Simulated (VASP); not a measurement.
Band structure of AgBr (rock salt). These are PBE GGA with spin-orbit coupling, VASP's PBE PAW potentials (set 64) (plane waves; VASP 6.6.1) values and carry that method's errors.

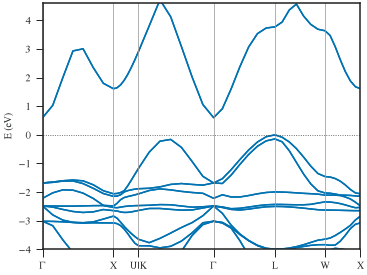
*Bands along high-symmetry lines, zero at the valence-band maximum or, without a gap, the Fermi level*

**Question.** Read the plot: is there a gap, and where are the band edges?

**Answer.** The gap is indirect, 0.60 eV, from the valence maximum at L to the conduction minimum at Γ.

The compound is AgBr in the rock salt structure. It was relaxed first.
